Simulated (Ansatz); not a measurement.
A series of calculations on Si4O7

**1. Relaxation**

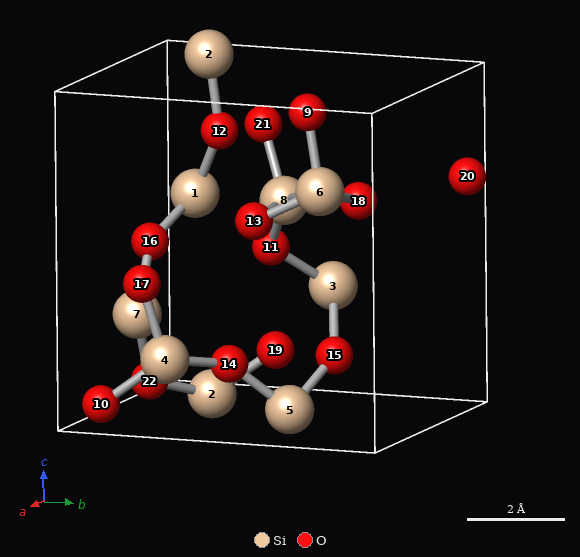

This is the input geometry for a relaxation of an amorphous cell of composition Si₄O₇ (coarse preliminary run). The picture is a ball-and-stick view of the cell of the calculation (origin shifted), seen slightly off an axis.

Case: the quenched liquid.

Level of theory: DFT PBE, scalar-relativistic, plane waves, PAW (Ansatz).

The input:
```yaml
crystal:
  lattice:
    - [7.084207, 0.066361, 0.097276]
    - [0.066361, 6.97409, -0.035855]
    - [0.097276, -0.035855, 7.132386]
  atoms:
    - { symbol: Si, position: [0.4432406655, 0.1003019926, 0.18165627] }
    - { symbol: Si, position: [0.5037314784, 0.1698688164, 0.6050440467] }
    - { symbol: Si, position: [0.6568039689, 0.6097190785, 0.9748525178] }
    - { symbol: Si, position: [0.2767943683, 0.2966145269, 0.8303522161] }
    - { symbol: Si, position: [0.993288431, 0.5883088862, 0.6592917991] }
    - { symbol: Si, position: [0.1843305688, 0.757823431, 0.3409573064] }
    - { symbol: Si, position: [0.7989893258, 0.0406554526, 0.875365422] }
    - { symbol: Si, position: [0.9460307924, 0.5598668921, 0.2663407489] }
    - { symbol: O, position: [0.1685310464, 0.715658324, 0.5689235878] }
    - { symbol: O, position: [0.2949108645, 0.1002497745, 0.6893273695] }
    - { symbol: O, position: [0.814408954, 0.470647253, 0.1042436364] }
    - { symbol: O, position: [0.4948575986, 0.1978844964, 0.3804449578] }
    - { symbol: O, position: [0.1854693248, 0.5497037876, 0.2405729299] }
    - { symbol: O, position: [0.0915313557, 0.4343872979, 0.7988595161] }
    - { symbol: O, position: [0.817099102, 0.6687614042, 0.7972278446] }
    - { symbol: O, position: [0.6324168744, 0.0243982099, 0.0633006396] }
    - { symbol: O, position: [0.3013232012, 0.2353487849, 0.0531106867] }
    - { symbol: O, position: [0.9519357637, 0.7970468433, 0.2810972598] }
    - { symbol: O, position: [0.4929142324, 0.3674986339, 0.7446000977] }
    - { symbol: O, position: [0.3237206753, 0.9182754248, 0.2661054608] }
    - { symbol: O, position: [0.896480763, 0.4794107636, 0.4787556452] }
    - { symbol: O, position: [0.6839334798, 0.0369143499, 0.6620021877] }
  symmetry: { detect: false }
basis:
  ecutwfc: 420
kpoints:
  mp_grid: { grid: [2, 2, 2], shift: [0.5, 0.5, 0.5] }
hamiltonian:
  xc: pbe
scf:
  occupations: { method: gaussian, width: 0.1 }
  lower_state_search: "off"
output:
  forces: true
  stress: true
  eigenvalues: true
relax:
  adjacent_minimum: "off"
  f_tol: 0.04
  max_steps: 70
  cell: { stress_tol: 0.3 }
```

Run as
```bash
ansatz run input.yaml --threads 2 --pin off --max-ram 5120MiB --backend cpu --events-out ev --progress --plain --runs-dir out
```

Q: Predict the outcome.

A: After 32 accepted moves (44 points after the start) the energy has fallen by 88.6 meV per atom. Largest force component: 2.1 eV/Å at the start, 0.019 eV/Å at the end. The pressure goes from −1.07 to 0.12 GPa. The line search rejected the trial steps at points 8, 11, 13, 15, 22, 28, 34, 42 of the run. At 4 points the geometry stayed and the basis and grid were re-selected for the new cell (energy shift of 5.1 meV per atom at most each time). The largest move relative to the cell is that of O11, 0.87 Å along [−1 1 0]. By element the largest moves are O 0.87 Å, Si 0.77 Å. The volume changes by +10.7 %, with a 7.085 → 7.311 Å (+3.2 %), b 6.974 → 7.727 Å (+10.8 %), c 7.133 → 6.966 Å (−2.3 %), α 90.6° → 84.8°, β 88.4° → 92.3°, γ 88.9° → 95.6°. Near-neighbour distances that change, for instance: Si3–Si7 3.266 → 2.533 Å, Si7–O16 1.768 → 1.663 Å, Si3–O15 1.736 → 1.647 Å, Si7–O22 1.746 → 1.675 Å. New bonds form: Si3–Si7 (3.27 → 2.53 Å). Among the angles between lasting bonds that change: Si1–O16–Si7 152.1° → 168.3°, O9–Si5–O15 126.8° → 111.2°, Si3–O15–Si5 145.1° → 159.9°. The run took 7.3 min on 2 threads of Arm Neoverse V2, with other jobs on the host, peak memory 0.62 GiB.

History of the run:

```
step  E − E(0), meV/atom  largest force component, eV/Å  pressure, GPa  volume, Å³/atom                      note
   0                0.00                         2.1107          -1.07           16.012                          
   1              -26.73                         1.2518          -1.30           16.392                          
   2              -45.41                         0.4549           0.34           16.520                          
   3              -51.54                         0.3915          -0.09           16.309                          
   4              -56.33                         0.4683          -0.35           16.090                          
   5              -62.07                         0.5322          -0.43           16.204                          
   6              -69.74                         0.3271          -0.21           16.225                          
   7              -73.32                         0.4324          -0.08           16.220                          
   8              -63.30                         1.8814           1.54           16.063                  rejected
   9              -76.17                         0.2443           0.15           16.101                          
  10              -76.98                         0.1513          -0.20           16.131                          
  12              -77.72                         0.1258           0.19           16.116                          
  14              -77.92                         0.0706          -0.10           16.112                          
  15              -77.94                         0.0571           0.11           16.091                  rejected
  17              -83.09                         0.0223           0.40           16.126  same geometry, new basis
  19              -83.83                         0.0351           0.27           16.261                          
  21              -83.75                         0.0809          -0.08           16.584                          
  23              -83.71                         0.0359           0.03           16.639                          
  24              -85.87                         0.0361           0.10           16.639  same geometry, new basis
  26              -85.41                         0.0823          -0.03           16.872                          
  28              -85.24                         0.0574          -0.03           16.935                  rejected
  30              -85.27                         0.0415          -0.03           16.944                          
  31              -85.11                         0.0412          -0.02           17.007                          
  33              -84.55                         0.1116           0.08           17.205                          
  35              -84.31                         0.0684          -0.02           17.325                          
  37              -83.90                         0.0950          -0.07           17.473                          
  39              -87.58                         0.0391           0.16           17.411  same geometry, new basis
  40              -87.02                         0.1212          -0.05           17.749                          
  42              -87.32                         0.1494           0.01           17.711                  rejected
  44              -88.56                         0.0189           0.12           17.718  same geometry, new basis
```

Final geometry:

```xyz
22
Lattice="7.3003 -0.3651 -0.1358 -0.3671 7.7114 0.3289 -0.1332 0.3286 6.9566" Properties=species:S:1:pos:R:3 pbc="T T T"
Si    3.1462    0.6797    1.3530
Si    3.5698    1.4160    4.2748
Si    4.8064    5.1251    6.3075
Si    1.9330    2.2412    5.7841
Si   -0.0799    4.3249    4.6752
Si    0.8926    5.9789    2.6321
Si    4.9772    7.6329    6.6245
Si    6.3949    4.3135    1.8997
O     1.1262    5.3266    4.1339
O     2.0938    0.8590    4.8577
O     5.2129    4.0401    0.8448
O     3.6303    1.5309    2.6585
O     0.7123    4.6951    1.5584
O     0.5935    3.0956    5.5089
O     6.1909    4.7523    5.4975
O     4.4051    0.1408    0.4862
O     2.1778    1.6187    0.4263
O     6.5395    5.9180    2.4273
O     3.3555    2.8646    5.1148
O     1.9474    7.1057    2.2455
O     6.3319    3.3744    3.2581
O     4.8384    0.5712    4.8374
```

The end point in the same view:

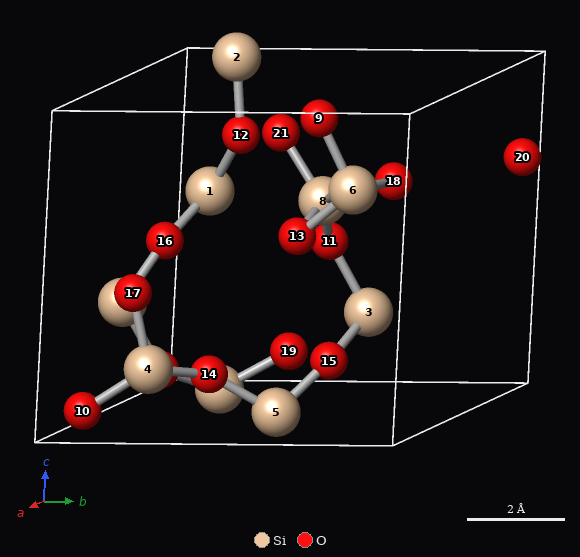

Limits of the set-up: the periodic images lie only 7.0 Å apart, so the values are limited by the cell's size.

**2. Dynamics**

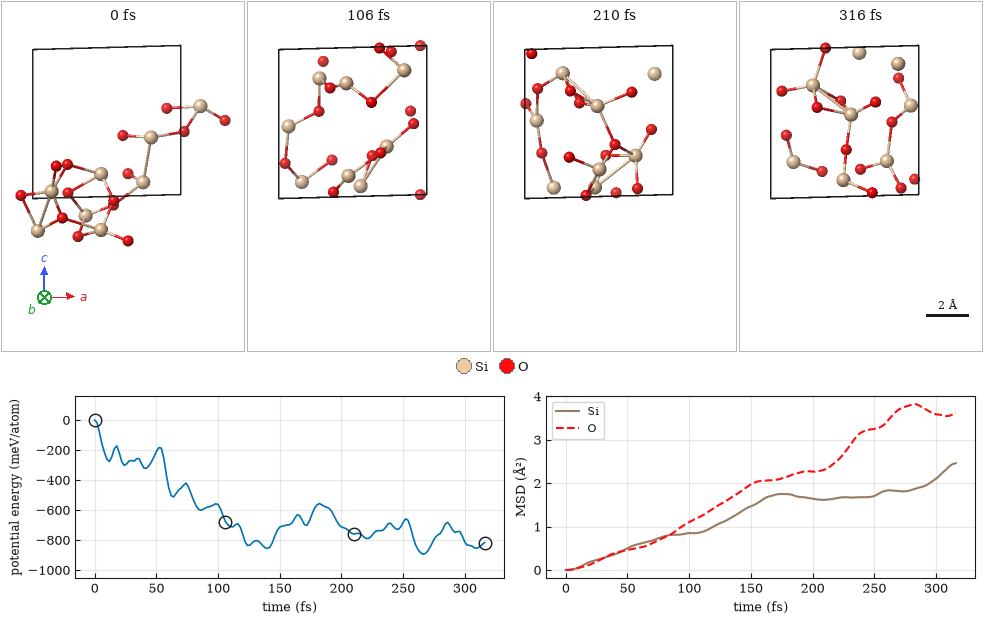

Molecular dynamics of an amorphous cell of composition Si$_{4}$O$_{7}$ (22 atoms in the cell), 316 fs long. Frames and the history of the run. A ball-and-stick model of the simulation cell, seen along the b axis. Atoms that leave the cell re-enter on the other side.

These are results of DFT PBE, scalar-relativistic, plane waves, PAW (Ansatz), not measurements. Run with plane-wave cutoff 420 eV; k-point mesh 1 × 1 × 1; Fermi-Dirac smearing 0.345 eV; volume 1.05 times that of the relaxed crystal; set temperature 4000 K; time step 2 fs.

Q: Describe the run.

A: Over the second half the temperature averages 4180 K (spread ±591 K). The potential energy in the second half lies on average 732 meV per atom below the first frame. The mean pressure there is −0.1 GPa. In the second half of the run the atoms are, in the root-mean-square, this far from where they began (common drift taken out): O 1.72 Å, Si 1.34 Å. The molecules turn and drift from their places. Bond changes: 8 O–Si bonds break between 38 fs and 252 fs; 4 Si–Si bonds form between 48 fs and 206 fs; 13 O–Si bonds form between 60 fs and 286 fs; 4 Si–Si bonds break between 82 fs and 270 fs.

Limits of the set-up: the periodic images lie only 7.0 Å apart, so the values are limited by the cell's size.

Cost: 4.7 min on 2 threads of Arm Neoverse V2 (shared host), peak memory 0.46 GiB.

**3. Dynamics**

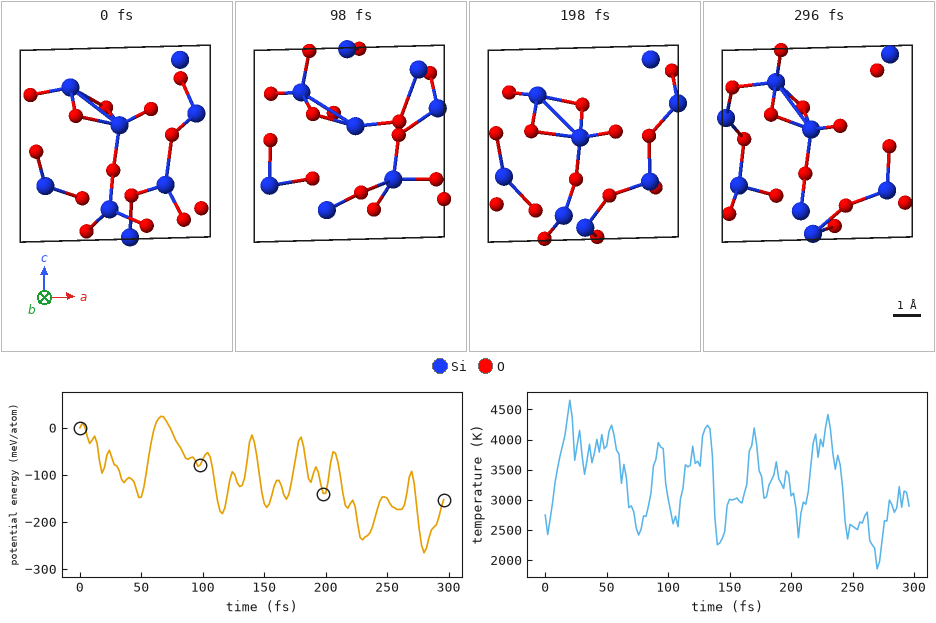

Molecular dynamics of an amorphous cell of composition Si4O7 (22 atoms in the cell), 296 fs long. It starts from the last geometry of an earlier run, with fresh velocities. Frames and the history of the run. A ball-and-stick model of the simulation cell, seen along the b axis. Atoms that leave the cell re-enter on the other side. Bonds to atoms that aren't drawn are left out.

The calculation used DFT PBE, scalar-relativistic, plane waves, PAW (Ansatz). Run with plane-wave cutoff 420 eV; k-point mesh 1 × 1 × 1; Fermi-Dirac smearing 0.248 eV; volume 1.05 times that of the relaxed crystal; set temperature 2880 K; time step 2 fs.

Input file:
```yaml
crystal:
  lattice:
    - [7.084207, 0.066361, 0.097276]
    - [0.066361, 6.97409, -0.035855]
    - [0.097276, -0.035855, 7.132386]
  atoms:
    - { symbol: Si, position: [0.4664951732, 0.1333643049, 0.1540583698] }
    - { symbol: Si, position: [0.5183059553, 0.2769075516, 0.5913421301] }
    - { symbol: Si, position: [0.5736910766, 0.7239784136, 0.0051463812] }
    - { symbol: Si, position: [0.2606087919, 0.3436969857, 0.7952381377] }
    - { symbol: Si, position: [0.9223034233, 0.6323557358, 0.6414007813] }
    - { symbol: Si, position: [0.1288925666, 0.8098739604, 0.2844910884] }
    - { symbol: Si, position: [0.8368113859, 0.0177894414, 0.9239176704] }
    - { symbol: Si, position: [0.7603058584, 0.5160400965, 0.2741365761] }
    - { symbol: O, position: [0.0808608523, 0.7239641257, 0.4652959414] }
    - { symbol: O, position: [0.2890502175, 0.1811753038, 0.6463196785] }
    - { symbol: O, position: [0.5814780528, 0.6206112529, 0.2232443374] }
    - { symbol: O, position: [0.4853734973, 0.2523653314, 0.3568182404] }
    - { symbol: O, position: [0.8564834748, 0.4535639432, 0.0893421233] }
    - { symbol: O, position: [0.0502044243, 0.4282525588, 0.7616743902] }
    - { symbol: O, position: [0.8398389528, 0.7926118795, 0.8276235622] }
    - { symbol: O, position: [0.6614079936, 0.0023796456, 0.0635069379] }
    - { symbol: O, position: [0.3452096415, 0.3483724055, 0.0426448099] }
    - { symbol: O, position: [0.948265907, 0.839828101, 0.1466351296] }
    - { symbol: O, position: [0.4478934039, 0.5310353851, 0.6851475822] }
    - { symbol: O, position: [0.322949647, 0.9072711325, 0.2158289728] }
    - { symbol: O, position: [0.7944922112, 0.4965446489, 0.5342972286] }
    - { symbol: O, position: [0.6842588747, 0.1819061304, 0.6714693765] }
  symmetry: { detect: false }
basis:
  ecutwfc: 420
  xc_grid: 1
kpoints:
  mp_grid: { grid: [1, 1, 1], shift: [0.25, 0.25, 0.25] }
hamiltonian:
  xc: pbe
scf:
  occupations: { method: fermi_dirac, width: 0.2482 }
  lower_state_search: "off"
  convergence: { dr2_threshold: 1.0e-05 }
output:
  forces: true
  stress: true
md:
  timestep: 2.0
  n_steps: 148
  ensemble: nvt_langevin
  friction: 0.03
  temperature: 2880.0
  initial_velocities: maxwell_boltzmann
  seed: 87095
```

Launched with:
```bash
ansatz run input.yaml --threads 2 --pin off --max-ram 5120MiB --backend cpu --events-out ev --progress --plain --runs-dir out
```

Question: What do the frames and curves show?

Answer: Root-mean-square distances from the starting positions over the second half, with the common drift of all atoms taken out: O 1.03 Å, Si 0.66 Å. Against the typical shortest distance between atoms in the first frame, about 1.6 Å these are wide excursions, but the first-neighbour bonds of the start all hold: the network flexes, or its layers or units shift against each other, without breaking. Bond changes: 5 O–Si bonds form between 70 fs and 248 fs; 3 O–Si bonds break between 88 fs and 116 fs; one Si–Si bond forms at about 150 fs. Over the second half the temperature averages 3125 K (spread ±552 K). The potential energy is still drifting at the end, so the run hasn't reached equilibrium. The potential energy in the second half lies on average 148 meV per atom below the first frame. The mean pressure there is 0.3 GPa.

Limits of the set-up: the periodic images lie only 7.0 Å apart, so the values are limited by the cell's size.

Cost: 4.2 min on 2 threads of Arm Neoverse V2 (shared host), peak memory 0.45 GiB.
